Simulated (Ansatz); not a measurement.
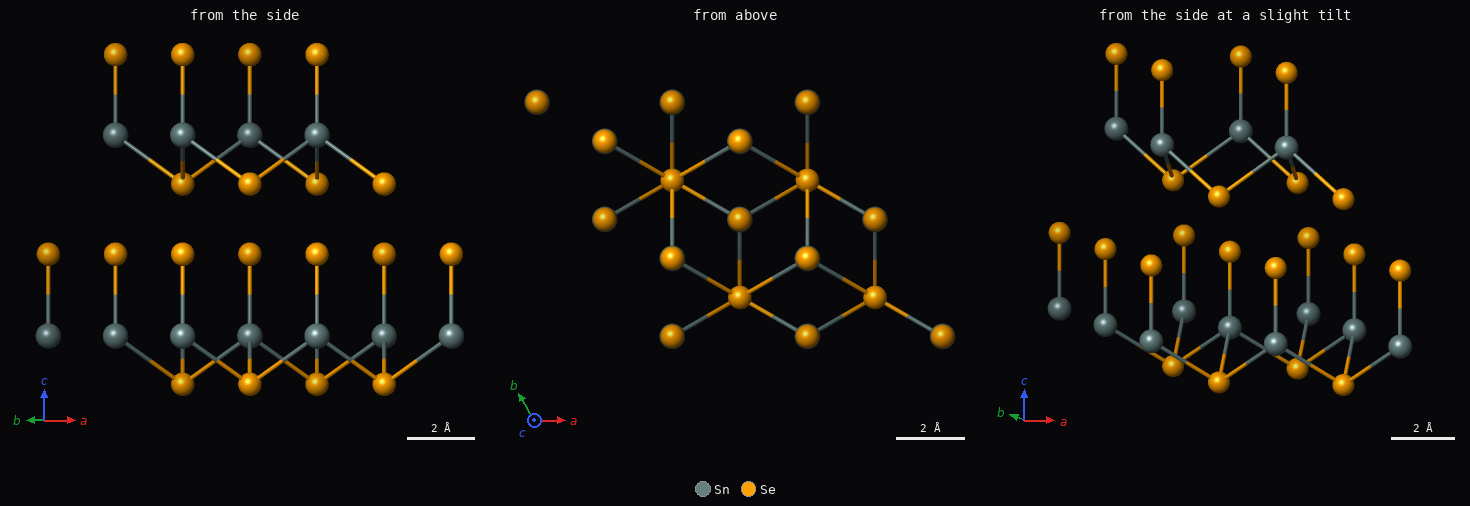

A ball-and-stick picture of a periodic slab, seen from the side, from above and from the side at a slight tilt. The surface normal points up in side views; the vacuum is left out. 2×2 cells are drawn in the plane, with atoms at the edges repeated.

The cell holds 2 Sn, 4 Se.

Name the terminations.

The top face ends in Se, the bottom face in Se. The two faces are alike.

Read the thickness off the scale bar.

About 10 Å from the lowest to the highest atom.

What is the order of the atomic planes, starting from the top?

Six planes: Se / Sn / Se / Se / Sn / Se.

Provenance: a structure type filled with these elements by a generator (whether the compound takes this form wasn't checked). This is the structure after a relaxation with Ansatz, DFT PBE+D3(BJ), scalar-relativistic, plane waves, PAW.
